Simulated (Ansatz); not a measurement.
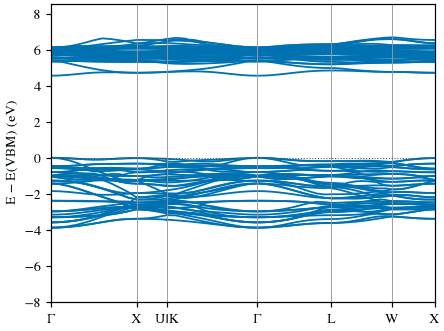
Figure. Band structure from the program Ansatz at the r²SCAN level (PAW)

Q: Read off the gap and where the band edges lie.

A: About 4.6 eV (4.56 eV by a search for the band edges); maximum at Γ, minimum at Γ.

Q: Which of these materials gives this?
(A) Si3N4, Fd-3m (Si on 16c, Si on 8b, N on 32e)
(B) BN, zinc blende
(C) La2Zr2O7, Fd-3m (La on 16c, Zr on 16d, O on 8a, O on 48f)
(D) MgO, rock salt

A: C, La2Zr2O7, Fd-3m (La on 16c, Zr on 16d, O on 8a, O on 48f)

The first step of the workflow began from a Materials Project structure, measured or hypothetical; the Crystallography Open Database files this formula in space group No. 227, but the cells were not matched. Whether it is the stable phase at ambient conditions was not checked. Symmetry was held in the r²SCAN relaxation; its stability against distortions is not shown here. No spin polarisation was allowed. Spin–orbit coupling is left out wherever it is not named.

Potentials: the earlier of the program's two PAW sets.
